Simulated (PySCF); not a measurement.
```
atom    x (Å)    y (Å)    z (Å)
   O  -2.4552   0.8190   0.9014
   C  -1.9989  -0.4996   0.6536
   C  -1.0743  -0.5709  -0.5555
  Si   0.4844   0.5224  -0.3117
   O   0.1965   1.6109   0.8599
  Si   2.2371  -0.7665   0.4543
   S   4.0642   0.3748   0.5073
   H  -2.9376   1.1201   0.1231
   H  -1.4684  -0.7963   1.5612
   H  -2.8592  -1.1724   0.5291
   H  -1.6362  -0.2520  -1.4355
   H  -0.8052  -1.6125  -0.7225
   H   0.6798   1.2601  -1.5714
   H  -0.7099   1.7297   1.1625
   H   2.0899  -1.3306   1.8025
   H   2.6246  -1.8685  -0.4223
   H   3.5614   1.4443   1.1035
```

Geometry: GFN2-xTB.

These are results of PySCF, B3LYP/def2-SVPD, SCF density, gas phase, not measurements.

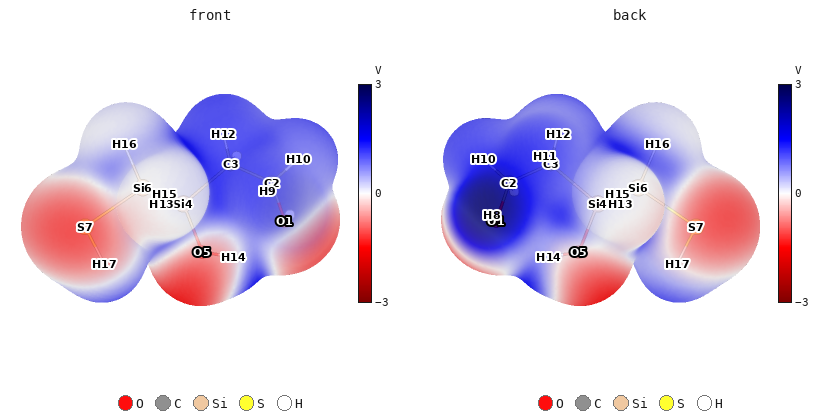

C₂H₁₀O₂SSi₂. The molecular electrostatic potential painted on the density surface at 0.002 e/bohr³, seen from the front and from behind; the colour scale runs from red (negative) to blue (positive).

### Describe the electrostatic potential map.

The most negative region (about −1.3 V) lies over O5, the most positive (about +2.7 V) over H8. O5 is the likeliest acceptor of a hydrogen bond.
